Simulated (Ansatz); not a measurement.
**r2SCAN/def2-SVP run of AlSiH3Cl2 (SMILES [SiH3][Al]([Cl])[Cl])**

What is the vertical ionisation energy of AlSiH3Cl2 at r2SCAN/def2-SVP? 

The results are computed with Ansatz 0.2.0.

45 further runs of the same task are left out: 45 set aside as unsound or not needed. Runs told in other sessions of the task aren't counted.

### Step 1. The molecule

The species is AlSiH3Cl2 (7 atoms), meant as a singlet with charge 0. As SMILES, `[SiH3][Al]([Cl])[Cl]`. The shape is that of a PBE0-D4/def2-TZVP optimisation.

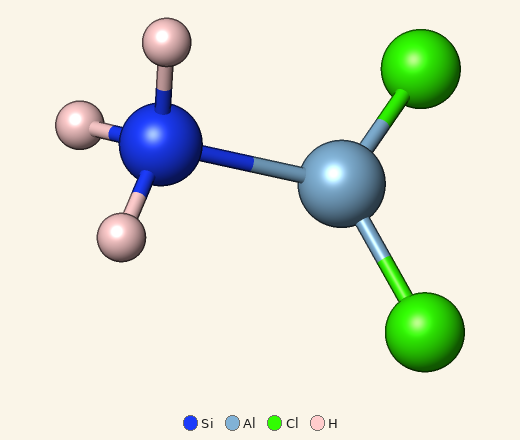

Viewed from a chosen angle; silicon blue, aluminium light blue, chlorine green, hydrogen pink.

### Step 2. The energy at r2SCAN/def2-SVP

Contents of input.yaml:

```yaml
basis:
  gaussian:
    orbitals: def2-SVP
crystal:
  periodic: [false, false, false]
  atoms:
    - {symbol: Si, position_ang: [-0.434800, 0.999700, -0.278300]}
    - {symbol: Al, position_ang: [0.497800, -1.172400, 0.296300]}
    - {symbol: Cl, position_ang: [2.290200, -1.318600, 1.363300]}
    - {symbol: Cl, position_ang: [-0.432100, -2.964700, -0.245300]}
    - {symbol: H, position_ang: [-1.709600, 0.853800, -1.028500]}
    - {symbol: H, position_ang: [-0.687900, 1.781100, 0.962600]}
    - {symbol: H, position_ang: [0.537600, 1.753200, -1.115800]}
magnetization:
  spin_polarized: false
  initial_magnetization: 0
hamiltonian:
  xc: {name: r2SCAN}
accuracy: high
output:
  orbitals: {seedname: orbitals}
```

Command:

```bash
ansatz run input.yaml --threads 1 --pin off --max-ram 2610MiB --events-out events.jsonl --progress --plain --runs-dir runs
```

The log of the run:

```text
Warning: RAYON_NUM_THREADS=1 ignored (pool sized by the plan → 1); use --threads N
Functional definition: r2SCAN
  name "r2SCAN"
  parameter k0 = 0.174
  parameter k1 = 0.065
  parameter a1 = 4.9479
  exchange = r2scan_x(k0 = k0, k1 = k1, a1 = a1)
  correlation = r2scan_c
1713 factors; integrals over basis functions are off by at most 5.6e-9 eV
mean field evaluation 1: about -39556.0988 eV, gradient 1.7e1 eV
mean field evaluation 2: about -39556.1177 eV, gradient 1.8e1 eV
mean field evaluation 4: about -39557.1148 eV, gradient 6.1e-1 eV
mean field evaluation 8: about -39557.1067 eV, gradient 7.5e-3 eV
mean field evaluation 16: about -39557.1067 eV, gradient 8.7e-7 eV
mean field -39557.10665227 eV, -1453.6968567009 hartree, gradient 2.3e-8 eV, S^2 0.000000; 0 other end points of the search recorded, 0 dependent functions left out
reference -39557.10665307 eV, -1453.6968567303 hartree; 32, 32 occupied and 55, 55 virtual orbitals, 1713 factors
Total energy: -39557.10665307 eV, -1453.6968567303 hartree
```

It took 17 s on 1 thread of Arm Neoverse V2, shared host; peak memory 0.27 GiB.

### Step 3. The doublet cation, same level

Changes to input.yaml since step 2:

```diff
@@ -1,4 +1 @@
-basis:
-  gaussian:
-    orbitals: def2-SVP
 crystal:
@@ -13,5 +10,9 @@
     - {symbol: H, position_ang: [0.537600, 1.753200, -1.115800]}
+basis:
+  gaussian:
+    orbitals: def2-SVP
+total_charge: 1
 magnetization:
-  spin_polarized: false
-  initial_magnetization: 0
+  spin_polarized: true
+  initial_magnetization: 1
 hamiltonian:
@@ -19,3 +20,2 @@
 accuracy: high
-output:
-  orbitals: {seedname: orbitals}
+output: {orbitals: {seedname: orbitals}}
```

Command:

```bash
ansatz run input.yaml --threads 1 --pin off --max-ram 2610MiB --events-out events.jsonl --progress --plain --runs-dir runs
```

The log of the run:

```text
Warning: RAYON_NUM_THREADS=1 ignored (pool sized by the plan → 1); use --threads N
Functional definition: r2SCAN
  name "r2SCAN"
  parameter k0 = 0.174
  parameter k1 = 0.065
  parameter a1 = 4.9479
  exchange = r2scan_x(k0 = k0, k1 = k1, a1 = a1)
  correlation = r2scan_c
1712 factors; integrals over basis functions are off by at most 5.6e-9 eV
mean field evaluation 1: about -39544.2593 eV, gradient 2.1e1 eV
mean field evaluation 2: about -39534.5348 eV, gradient 4.2e1 eV
mean field evaluation 4: about -39546.9127 eV, gradient 2.3e0 eV
mean field evaluation 8: about -39546.9434 eV, gradient 3.3e-1 eV
mean field evaluation 16: about -39546.9444 eV, gradient 2.2e-4 eV
mean field evaluation 32: about -39544.6430 eV, gradient 8.9e0 eV
mean field -39546.94438976 eV, -1453.3234004419 hartree, gradient 3.7e-8 eV, S^2 0.754474; 6 other end points of the search recorded, 0 dependent functions left out
reference -39546.94439231 eV, -1453.3234005356 hartree; 32, 31 occupied and 55, 56 virtual orbitals, 1712 factors
Total energy: -39546.94439231 eV, -1453.3234005356 hartree
```

Wall time 53 s (1 thread of Arm Neoverse V2, shared host); peak memory 0.46 GiB.

### Step 4. Outcome

Level: r2SCAN/def2-SVP.

| quantity | value |
| --- | --- |
| singlet AlSiH3Cl2: total energy | -1453.69686 Eh |
| singlet AlSiH3Cl2: HOMO energy | -7.46 eV |
| singlet AlSiH3Cl2: LUMO energy | -2.28 eV |
| singlet AlSiH3Cl2: HOMO–LUMO gap | 5.17 eV |
| doublet cation: total energy | -1453.32340 Eh |
| doublet cation: HOMO energy (highest over α and β) | -13.35 eV |
| doublet cation: LUMO energy (lowest over α and β) | -12.78 eV |
| doublet cation: ⟨S²⟩ | 0.754 |
| vertical ionisation energy (to the doublet cation) | 10.162 eV |

**Reading.** Removing an electron at fixed nuclei costs 10.16 eV (981 kJ/mol). The negative HOMO energy of the first species, 7.46 eV, lies 2.71 eV below that difference.
